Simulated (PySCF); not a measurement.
C₅H₁₄Ge, SMILES CC([CH2][GeH3])(C)C at its GFN2-xTB optimised geometry (Å):

```
20

C      1.3692     0.7287     0.0000
C     -0.1585     0.7287     0.0000
C     -0.6601     2.1771     0.0000
C     -0.6670     0.0180    -1.2521
C     -0.6836     0.0261     1.2549
Ge    -0.3962    -1.9210     1.4053
H      1.7485    -0.2919     0.0070
H      1.7510     1.2297    -0.8873
H      1.7528     1.2457     0.8774
H     -0.3338     2.6961     0.8992
H     -0.2737     2.7145    -0.8637
H     -1.7472     2.2075    -0.0372
H     -0.3738     0.5608    -2.1483
H     -1.7528    -0.0577    -1.2342
H     -0.2509    -0.9880    -1.3081
H     -0.2435     0.4968     2.1378
H     -1.7629     0.1874     1.3283
H     -0.7830    -2.3678     2.7815
H      1.0203    -2.3601     1.2039
H     -1.2368    -2.7145     0.4550
```

Computed with CAM-B3LYP/def2-SVP in PySCF. Cells within 0.4 Å of a nucleus heavier than hydrogen are left out (blank, or x).

Map of the log10 of the electron density (e/bohr³), floored at −4 on the plane z = 0.0 Å:

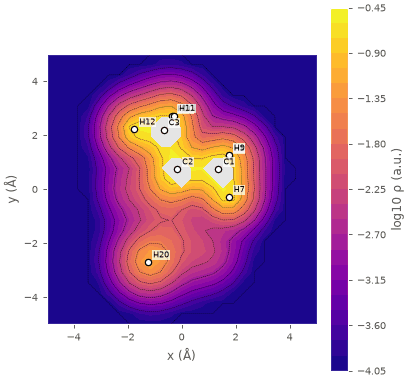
Fig. 1. Log10 of the electron density (e/bohr³), floored at −4 on the plane z = 0.0 Å.
